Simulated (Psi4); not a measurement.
**CH3NSi (SMILES [H][Si]([H])([H])C#N): levels of theory compared**

Aim: a comparison of 4 runs (HF/STO-3G, r2SCANh/aug-pcseg-0, r2SCAN/6-31G**, CC2/cc-pV(D+d)Z) of CH3NSi. 

The results are computed with Psi4 1.11.

1 further run of the same task is left out (it didn't finish).

## 1. The system as given

CH3NSi has 6 atoms, charge 0, and is taken as a singlet. As SMILES, `[H][Si]([H])([H])C#N`. The coordinates come from a GFN2-xTB relaxation.

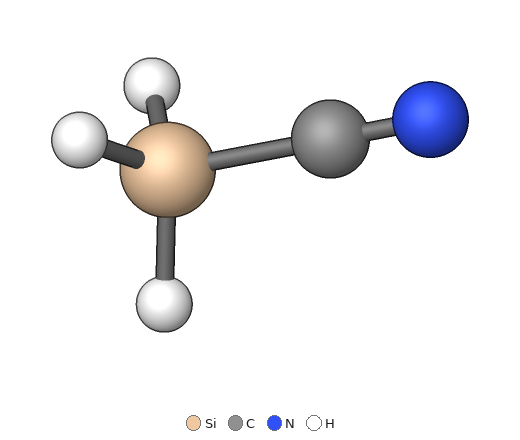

The structure, seen from a chosen angle (silicon light orange, carbon grey, nitrogen blue, hydrogen white).

## 2. A single-point energy at HF/STO-3G (run 1)

ch3nsi.xyz reads:

```xyz
6
CH3NSi
Si    -0.005910     0.005310    -0.607820
C      0.007280    -0.009780     1.257730
N      0.023780    -0.021100     2.402800
H      1.395010     0.016460    -1.024950
H     -0.715770     1.218710    -1.003950
H     -0.704390    -1.209600    -1.023800
```

run.py reads:

```python
import numpy as np
from ase.calculators.psi4 import Psi4
from ase.io import read

atoms = read('ch3nsi.xyz')
calc = Psi4(atoms=atoms, method='scf', basis='STO-3G', memory='1600MB', num_threads=1, charge=0, multiplicity=1, label='calc', reference='rhf')
calc.psi4.set_options({'puream': True, 'e_convergence': 1e-09, 'd_convergence': 1e-08, 'scf_type': 'pk'})
atoms.calc = calc

print(f'energy: {atoms.get_potential_energy():.6f} eV')
```

Run with:

```sh
$ python run.py
```

calc.dat:

```text
[...]
  Running in c1 symmetry.
[...]
  Nuclear repulsion =   82.887837989854177
[...]
  Multiplicity = 1
[...]
  Nalpha       = 15
  Nbeta        = 15
[...]
    Number of basis functions: 22
[...]
   @RHF iter   1:  -378.39090399096261   -2.26840e+00   1.81252e-02 ADIIS/DIIS
[...]
   @RHF iter  10:  -378.48586070274109   -5.68434e-13   5.09590e-09 DIIS
[...]
    Orbital Energies [Eh]
    ---------------------
    Doubly Occupied:
       1A    -68.043457     2A    -15.328422     3A    -10.993249
       4A     -6.020293     5A     -4.045808     6A     -4.045799
       7A     -4.045694     8A     -1.144655     9A     -0.759481
      10A     -0.555741    11A     -0.480729    12A     -0.480631
      13A     -0.433500    14A     -0.397585    15A     -0.397562
[...]
  @RHF Final Energy:  -378.48586070274109
   => Energetics <=
    Nuclear Repulsion Energy =             82.8878379898541766
    One-Electron Energy =                -688.4021863141260837
    Two-Electron Energy =                 227.0284876215307577
    Total Energy =                       -378.4858607027410926
[...]
 Multipole Moments:
 ------------------------------------------------------------------------------------
     Multipole            Electronic (a.u.)      Nuclear  (a.u.)        Total (a.u.)
 ------------------------------------------------------------------------------------
 L = 1.  Multiply by 2.5417464519 to convert [e a0] to [Debye]
 Dipole X            :          0.0206269           -0.0351824           -0.0145555
 Dipole Y            :         -0.0237712            0.0359941            0.0122229
 Dipole Z            :          2.8774964           -4.3054485           -1.4279521
 Magnitude           :                                                    1.4280786
[...]
```

Standard output:

```text
energy: -10299.124860 eV
```

Wall time 1.4 s (1 thread of INTEL XEON PLATINUM 8581C at 2.10GHz (Emerald Rapids), shared host); peak memory 0.19 GiB.

## 3. The charge distribution at r2SCANh/aug-pcseg-0 (density fitting) (run 2)

ch3nsi.sdf reads:

```

     RDKit          3D

  6  5  0  0  0  0  0  0  0  0999 V2000
   -0.0059    0.0053   -0.6078 Si  0  0  0  0  0  4  0  0  0  0  0  0
    0.0073   -0.0098    1.2577 C   0  0  0  0  0  0  0  0  0  0  0  0
    0.0238   -0.0211    2.4028 N   0  0  0  0  0  0  0  0  0  0  0  0
    1.3950    0.0165   -1.0250 H   0  0  0  0  0  0  0  0  0  0  0  0
   -0.7158    1.2187   -1.0039 H   0  0  0  0  0  0  0  0  0  0  0  0
   -0.7044   -1.2096   -1.0238 H   0  0  0  0  0  0  0  0  0  0  0  0
  2  1  1  0
  3  2  3  0
  4  1  1  0
  5  1  1  0
  6  1  1  0
M  END
$$$$
```

run.py reads:

```python
import psi4
from rdkit import Chem

psi4.set_memory(1600000000)
psi4.set_num_threads(1)
psi4.set_output_file('output.dat', False)

rd = Chem.SDMolSupplier('ch3nsi.sdf', removeHs=False, sanitize=False)[0]
xyz = rd.GetConformer().GetPositions()
atoms = '\n'.join(f'{a.GetSymbol()} {x:.4f} {y:.4f} {z:.4f}' for a, (x, y, z) in zip(rd.GetAtoms(), xyz))
molecule = psi4.geometry('0 1\n' + atoms + '\nno_reorient\nno_com')

psi4.set_options({
    'scf_type': 'df',
    's_orthogonalization': 'partialcholesky',
})

e_tot, wfn = psi4.energy("r2scanh/aug-pcseg-0", return_wfn=True)
psi4.oeprop(wfn, "QUADRUPOLE", "LOWDIN_CHARGES", "MBIS_CHARGES", "MULLIKEN_CHARGES", "NO_OCCUPATIONS", title="R2SCANH")
print(f'r2scanh/aug-pcseg-0 energy: {e_tot:.10f} Eh')
```

Run with:

```sh
$ python run.py
```

output.dat:

```text
[...]
  Running in c1 symmetry.
[...]
  Nuclear repulsion =   82.888048416943448
[...]
  Multiplicity = 1
[...]
  Nalpha       = 15
  Nbeta        = 15
[...]
    Number of basis functions: 52
[...]
   @DF-RKS iter   1:  -383.27971447157637   -4.41151e-01   9.88880e-03 ADIIS/DIIS
[...]
   @DF-RKS iter   8:  -383.41620277634593   -2.08937e-08   1.71812e-07 DIIS
[...]
  @DF-RKS Final Energy:  -383.41620277634593
   => Energetics <=
    Nuclear Repulsion Energy =             82.8880484169434482
    One-Electron Energy =                -690.8095482281864861
    Two-Electron Energy =                 255.2580699665937232
    DFT Exchange-Correlation Energy =     -30.7527729316965939
    Empirical Dispersion Energy =           0.0000000000000000
    VV10 Nonlocal Energy =                  0.0000000000000000
    Total Energy =                       -383.4162027763459264
[...]
 Multipole Moments:
 ------------------------------------------------------------------------------------
     Multipole            Electronic (a.u.)      Nuclear  (a.u.)        Total (a.u.)
 ------------------------------------------------------------------------------------
 L = 1.  Multiply by 2.5417464519 to convert [e a0] to [Debye]
 Dipole X            :         -0.2090297            0.1938859           -0.0151438
 Dipole Y            :          0.2153931           -0.2016338            0.0137593
 Dipole Z            :        -25.7920497           24.1958643           -1.5961854
 Magnitude           :                                                    1.5963165
 L = 2.  Multiply by 1.3450342976 to convert [e a0^2] to [Debye ang]
 Quadrupole XX       :        -30.4363352           10.5680170          -19.8683182
 Quadrupole XY       :          0.0068829           -0.0059565            0.0009264
[...]
```

On the terminal:

```text
r2scanh/aug-pcseg-0 energy: -383.4162027763 Eh
```

It took 8.1 s on 1 thread of INTEL XEON PLATINUM 8581C at 2.10GHz (Emerald Rapids), shared host; peak memory 0.69 GiB.

Atomic charges (e):

| atom | Löwdin | MBIS | Mulliken |
| --- | --- | --- | --- |
| Si1 | +0.671 | +0.886 | +0.556 |
| C2 | -0.368 | -0.131 | -0.167 |
| N3 | -0.157 | -0.260 | -0.408 |
| H4 | -0.048 | -0.165 | +0.007 |
| H5 | -0.049 | -0.165 | +0.006 |
| H6 | -0.048 | -0.165 | +0.006 |

## 4. The energy at r2SCAN/6-31G(d,p) (spherical functions) (run 3)

ch3nsi.py reads:

```python
import psi4

psi4.set_memory(1600000000)
psi4.set_num_threads(1)
psi4.set_output_file('output.dat', False)

geom = psi4.geometry("""
Si    -0.005910     0.005310    -0.607820
C      0.007280    -0.009780     1.257730
N      0.023780    -0.021100     2.402800
H      1.395010     0.016460    -1.024950
H     -0.715770     1.218710    -1.003950
H     -0.704390    -1.209600    -1.023800
units angstrom
symmetry c1
""")

psi4.set_options({
    'reference': 'rks',
    'puream': True,
    'e_convergence': 1e-09,
    'd_convergence': 1e-08,
    'scf_type': 'pk',
    'dft_radial_points': 99,
    'dft_spherical_points': 590,
})

energy_value, wavefunction = psi4.energy("r2scan/6-31G**", return_wfn=True)
psi4.oeprop(wavefunction, "MULLIKEN_CHARGES", "LOWDIN_CHARGES", "WIBERG_LOWDIN_INDICES")
print(f'total energy {energy_value:.8f} hartree = {energy_value * 27.211386:.5f} eV')
```

Run with:

```sh
$ python ch3nsi.py
```

output.dat:

```text
[...]
  Running in c1 symmetry.
[...]
  Nuclear repulsion =   82.887837989854177
[...]
  Multiplicity = 1
[...]
  Nalpha       = 15
  Nbeta        = 15
[...]
    Number of basis functions: 61
[...]
   @RKS iter   1:  -383.89902297533217   -4.64939e-01   7.72281e-03 DIIS/ADIIS
[...]
   @RKS iter  10:  -384.02644782637827   -9.09495e-12   4.98457e-09 DIIS
[...]
  @RKS Final Energy:  -384.02644782637827
   => Energetics <=
    Nuclear Repulsion Energy =             82.8878379898541766
    One-Electron Energy =                -692.4259626049137069
    Two-Electron Energy =                 259.7451412187876372
    DFT Exchange-Correlation Energy =     -34.2334644301063307
    Empirical Dispersion Energy =           0.0000000000000000
    VV10 Nonlocal Energy =                  0.0000000000000000
    Total Energy =                       -384.0264478263782735
[...]
 Multipole Moments:
 ------------------------------------------------------------------------------------
     Multipole            Electronic (a.u.)      Nuclear  (a.u.)        Total (a.u.)
 ------------------------------------------------------------------------------------
 L = 1.  Multiply by 2.5417464519 to convert [e a0] to [Debye]
 Dipole X            :          0.0206004           -0.0351824           -0.0145820
 Dipole Y            :         -0.0234981            0.0359941            0.0124959
 Dipole Z            :          2.9051830           -4.3054485           -1.4002654
 Magnitude           :                                                    1.4003971
[...]
```

Standard output:

```text
total energy -384.02644783 hartree = -10449.89191 eV
```

It took 13 s on 1 thread of INTEL XEON PLATINUM 8581C at 2.10GHz (Emerald Rapids), shared host; peak memory 0.87 GiB.

## 5. A single-point energy at CC2/cc-pV(D+d)Z (density fitting with cc-pvqz-jkfit) (run 4)

job.py reads:

```python
import psi4

psi4.set_memory('1600 MB')
psi4.set_num_threads(1)
psi4.set_output_file('output.dat', False)

mol = psi4.geometry("""
Si    -0.005910     0.005310    -0.607820
C      0.007280    -0.009780     1.257730
N      0.023780    -0.021100     2.402800
H      1.395010     0.016460    -1.024950
H     -0.715770     1.218710    -1.003950
H     -0.704390    -1.209600    -1.023800
""")

options = {'basis': 'cc-pV(D+d)Z', 'scf_type': 'df', 'freeze_core': True, 'screening': 'csam', 'df_basis_scf': 'cc-pvqz-jkfit', 'df_basis_mp2': 'cc-pvdz-ri'}
psi4.set_options(options)

energy_value = psi4.energy("cc2", molecule=mol)
print('E =', round(energy_value, 9))
for k, v in sorted(psi4.core.scalar_variables().items()):
    print(f'{k:45s} {v:18.10f}')
```

Run with:

```sh
$ python job.py
```

output.dat:

```text
[...]
  Running in c1 symmetry.
[...]
  Nuclear repulsion =   82.887837989854177
[...]
  Multiplicity = 1
[...]
  Nalpha       = 15
  Nbeta        = 15
[...]
    Number of basis functions: 66
[...]
   @DF-RHF iter   1:  -382.93130410632511   -9.85345e-01   4.70833e-03 DIIS/ADIIS
[...]
   @DF-RHF iter  10:  -383.00352273848057   -6.36646e-12   7.45067e-09 DIIS
[...]
    Orbital Energies [Eh]
    ---------------------
    Doubly Occupied:
       1A    -68.825969     2A    -15.587379     3A    -11.259247
       4A     -6.174879     5A     -4.281741     6A     -4.280644
       7A     -4.280634     8A     -1.226101     9A     -0.812797
      10A     -0.631153    11A     -0.545048    12A     -0.538019
      13A     -0.537929    14A     -0.471277    15A     -0.471240
[...]
  @DF-RHF Final Energy:  -383.00352273848057
   => Energetics <=
    Nuclear Repulsion Energy =             82.8878379898541766
    One-Electron Energy =                -691.9346081643456046
    Two-Electron Energy =                 226.0432474360109438
    Total Energy =                       -383.0035227384805694
[...]
 Multipole Moments:
 ------------------------------------------------------------------------------------
     Multipole            Electronic (a.u.)      Nuclear  (a.u.)        Total (a.u.)
 ------------------------------------------------------------------------------------
 L = 1.  Multiply by 2.5417464519 to convert [e a0] to [Debye]
 Dipole X            :          0.0197066           -0.0351824           -0.0154758
 Dipole Y            :         -0.0228745            0.0359941            0.0131196
 Dipole Z            :          2.8302375           -4.3054485           -1.4752110
 Magnitude           :                                                    1.4753505
[...]
      * MP2 total energy                      = -383.381004780186402
[...]
```

Standard output:

```text
E = -383.386714089
CC D1 DIAGNOSTIC                                    0.0298686477
CC D2 DIAGNOSTIC                                    0.1655113862
CC NEW D1 DIAGNOSTIC                                0.0298686477
CC T1 DIAGNOSTIC                                    0.0137720012
CC2 CORRELATION ENERGY                             -0.3831008117
CC2 TOTAL ENERGY                                 -383.3867140886
CURRENT CORRELATION ENERGY                         -0.3831008117
CURRENT ENERGY                                   -383.3867140886
CURRENT REFERENCE ENERGY                         -383.0035227385
DD SOLVATION ENERGY                                 0.0000000000
HF KINETIC ENERGY                                 382.9536976103
HF POTENTIAL ENERGY                              -765.9572203488
HF TOTAL ENERGY                                  -383.0035227385
HF VIRIAL RATIO                                     2.0001301074
MP2 CORRELATION ENERGY                             -0.3773915033
MP2 DOUBLES ENERGY                                 -0.3773915033
MP2 OPPOSITE-SPIN CORRELATION ENERGY               -0.2905390428
MP2 SAME-SPIN CORRELATION ENERGY                   -0.0868524605
MP2 SINGLES ENERGY                                 -0.0000000000
MP2 TOTAL ENERGY                                 -383.3810047802
NUCLEAR REPULSION ENERGY                           82.8878379899
ONE-ELECTRON ENERGY                              -691.9346081643
PCM POLARIZATION ENERGY                             0.0000000000
PE ENERGY                                           0.0000000000
SCF ITERATION ENERGY                             -383.0035227385
SCF ITERATIONS                                     10.0000000000
SCF TOTAL ENERGY                                 -383.0035227385
TWO-ELECTRON ENERGY                               226.0432474360
```

Wall time 6 s (1 thread of INTEL XEON PLATINUM 8581C at 2.10GHz (Emerald Rapids), shared host); peak memory 0.38 GiB.

## 6. The series

| run | level | task | integrals | energy (Eh) | dipole moment (D) | HOMO energy (eV) | LUMO energy (eV) | wall time |
| --- | --- | --- | --- | --- | --- | --- | --- | --- |
| 1 | HF/STO-3G | energy | pk | -378.485861 | 3.63 | -10.82 | 9.91 | 1.4 s |
| 2 | r2SCANh/aug-pcseg-0 (density fitting) | properties | df | -383.416203 | 4.06 | -9.72 | -0.76 | 8.1 s |
| 3 | r2SCAN/6-31G** (spherical functions) | energy | pk | -384.026448 | 3.56 | -8.61 | -0.81 | 13 s |
| 4 | CC2/cc-pV(D+d)Z (density fitting with cc-pvqz-jkfit) | energy | df | -383.386714 | – | -12.82 | 3.42 | 6 s |

## 7. Results

| quantity | value |
| --- | --- |
| run 4: ground-state or mean-field energy | -383.38671 Eh |
| run 4: HOMO energy (Hartree–Fock orbitals) | -12.82 eV |
| run 4: LUMO energy (Hartree–Fock orbitals) | 3.42 eV |
| run 4: HOMO–LUMO gap (Hartree–Fock orbitals) | 16.24 eV |
| run 4: correlation energy (7 core orbitals frozen) | -383.1 mEh |
| run 4: T1 diagnostic | 0.014 |

Over runs 1, 2, 3 the dipole moment (its size) runs from 3.56 D (r2SCAN/6-31G**) to 4.06 D (r2SCANh/aug-pcseg-0). The two ends differ in method and basis. Over runs 1, 2, 3 the HOMO–LUMO gap runs from 7.79 eV (r2SCAN/6-31G**) to 20.73 eV (HF/STO-3G). Totals of different functionals can't be ranked against each other. In run 1 the basis is minimal, so the values are rough. All runs together took 28 s, the longest 13 s.
